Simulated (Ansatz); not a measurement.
**CHFO (formyl fluoride) at BLYP/STO-3G**

Aim: the electronic atomisation energy of CHFO (formyl fluoride) at BLYP/STO-3G, from 5 runs. 

The calculation is run with Ansatz 0.2.0.

62 further runs of the same task are left out: 2 that didn't finish, 60 set aside as unsound or not needed.

### 1 The system as given

The species is CHFO (4 atoms), meant as a singlet with charge 0. As SMILES, `O=CF`. The shape is that of a PBE0-D4/def2-TZVP optimisation.

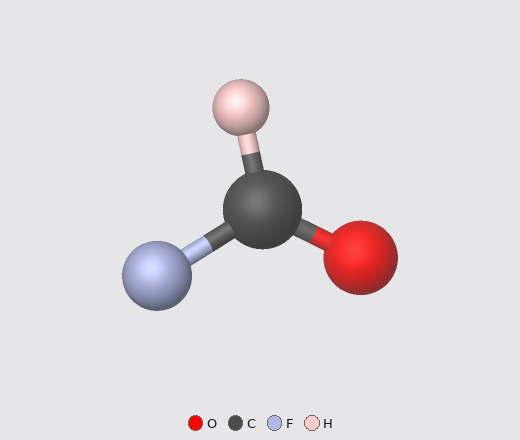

Viewed from a chosen angle; oxygen red, carbon dark grey, fluorine light blue, hydrogen pink.

### 2 The energy at BLYP/STO-3G

Contents of job.yaml:

```yaml
crystal:
  periodic: [false, false, false]
  atoms:
    - {symbol: O, position_ang: [-0.889340, 0.201180, 0.827740]}
    - {symbol: C, position_ang: [-0.046400, 0.067520, 0.021620]}
    - {symbol: F, position_ang: [0.585200, -1.091810, -0.181820]}
    - {symbol: H, position_ang: [0.350540, 0.823120, -0.667550]}
basis:
  gaussian:
    orbitals: STO-3G
accuracy: high
magnetization:
  spin_polarized: false
hamiltonian:
  xc: {name: BLYP}
```

On the command line:

```
$ ansatz run job.yaml --threads 1 --pin off --max-ram 3480MiB --events-out events.jsonl --progress --plain --runs-dir runs
```

Log:

```text
Warning: RAYON_NUM_THREADS=1 ignored (pool sized by the plan → 1); use --threads N
Functional definition: BLYP
  name "BLYP"
  parameter beta = 0.0042
  parameter a = 0.04918
  parameter b = 0.132
  parameter c = 0.2533
  parameter d = 0.349
  exchange = b88_x(beta = beta)
  correlation = lyp_c(a = a, b = b, c = c, d = d)
273 factors; integrals over basis functions are off by at most 4.8e-8 eV
mean field evaluation 1: about -5731.2579 eV, gradient 2.8e1 eV
mean field evaluation 2: about -5713.9638 eV, gradient 9.0e1 eV
mean field evaluation 4: about -5733.3905 eV, gradient 4.3e0 eV
mean field evaluation 8: about -5733.3908 eV, gradient 4.1e-2 eV
mean field evaluation 16: about -5733.3908 eV, gradient 7.7e-7 eV
mean field -5733.39077820 eV, -210.6982248669 hartree, gradient 2.1e-8 eV, S^2 0.000000; 0 other end points of the search recorded, 0 dependent functions left out
reference -5733.39080253 eV, -210.6982257612 hartree; 12, 12 occupied and 4, 4 virtual orbitals, 273 factors
Total energy: -5733.39080253 eV, -210.6982257612 hartree
```

Run time: 0.83 s. Hardware: 1 thread of Intel Xeon Platinum 8259CL at 2.50GHz (Skylake/Cascade Lake), shared host.

### 3 The C atom at the same level

Contents of in.yaml:

```yaml
crystal:
  periodic: [false, false, false]
  atoms:
    - {symbol: C, position_ang: [0.000000, 0.000000, 0.000000]}
basis:
  gaussian: {orbitals: STO-3G}
accuracy: high
magnetization: {spin_polarized: true, initial_magnetization: 2}
hamiltonian: {xc: {name: BLYP}}
```

Run the same way, it converges to -37.33296 Eh (log not shown).

### 4 The F atom, same level

Contents of molecule.yaml:

```yaml
crystal:
  periodic: [false, false, false]
  atoms:
    - {symbol: F, position_ang: [0.000000, 0.000000, 0.000000]}
basis:
  gaussian:
    orbitals: STO-3G
magnetization:
  spin_polarized: true
  initial_magnetization: 1
hamiltonian:
  xc: {name: BLYP}
accuracy: high
```

Run the same way, it converges to -98.23564 Eh (log not shown).

### 5 The H atom at the same level

Contents of job.yaml:

```yaml
crystal:
  periodic: [false, false, false]
  atoms:
    - symbol: H
      position_ang: [0.000000, 0.000000, 0.000000]
basis:
  gaussian: {orbitals: STO-3G}
magnetization: {spin_polarized: true, initial_magnetization: 1}
hamiltonian: {xc: {name: BLYP}}
accuracy: high
```

Run the same way, it converges to -0.46274 Eh (log not shown).

### 6 The O atom, same level

Contents of molecule.yaml:

```yaml
crystal:
  periodic: [false, false, false]
  atoms:
    - {symbol: O, position_ang: [0.000000, 0.000000, 0.000000]}
basis:
  gaussian:
    orbitals: STO-3G
magnetization:
  spin_polarized: true
  initial_magnetization: 2
hamiltonian:
  xc: {name: BLYP}
accuracy: high
```

Run the same way, it converges to -74.00713 Eh (log not shown).

### 7 Summary of results

Level: BLYP/STO-3G.

```
                     quantity          value
       molecule: total energy  -210.69823 Eh
         C atom: total energy   -37.33296 Eh
                 C atom: ⟨S²⟩          2.000
         F atom: total energy   -98.23564 Eh
                 F atom: ⟨S²⟩          0.750
         H atom: total energy    -0.46274 Eh
                 H atom: ⟨S²⟩          0.750
         O atom: total energy   -74.00713 Eh
                 O atom: ⟨S²⟩          2.000
electronic atomisation energy      17.953 eV
```

In words: Taking the molecule apart into free atoms costs 17.95 eV (414 kcal/mol), before zero-point energy and without spin-orbit coupling. In a minimal basis such a difference can be off by several eV, whatever the method.
